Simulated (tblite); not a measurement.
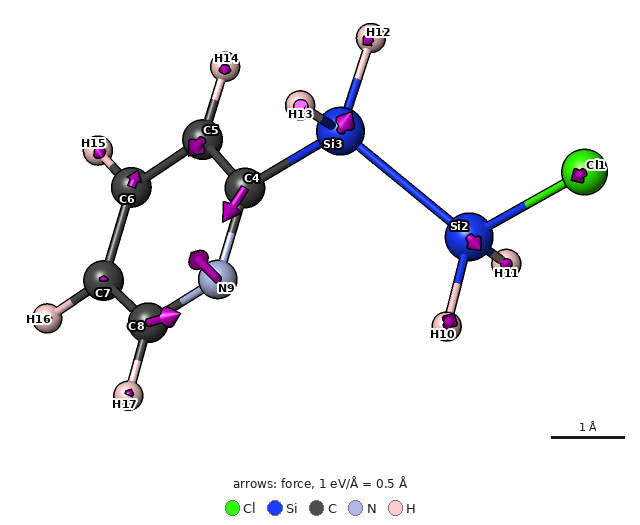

Starting geometry of C₅H₈ClNSi₂ with the computed forces as purple arrows. The picture is a ball-and-stick view, seen at a tilt.

Level of theory: GFN2-xTB geometry optimisation, gas phase in tblite. 

Is this structure relaxed? If not, where do the atoms go?

Answer. It isn't relaxed: the largest force vector, on N9, is 1.84 eV/Å. The final displacements have little in common with the starting forces (cosine between the two patterns 0.08). H17 moves most after the best rigid fit: 1.19 Å. Largest moves by element: H 1.19 Å, N 0.79 Å, C 0.71 Å, Cl 0.54 Å, Si 0.46 Å. Some distances before and after: C4–N9 1.365 → 1.333 Å, C8–N9 1.349 → 1.320 Å, Si2–H10 1.493 → 1.464 Å, Cl1–Si2 2.069 → 2.041 Å. Bond angles that change, for instance: Si2–Si3–H12 110.5° → 117.1°, Si2–Si3–C4 107.9° → 102.4°, Si2–Si3–H13 113.0° → 117.0°. Groups turn about Si3–C4 by about 50°. Over 145 geometry steps the energy falls by 15.1 kJ/mol. Cost: 2.5 s on 1 thread of Arm Neoverse N1, with other jobs on the host.
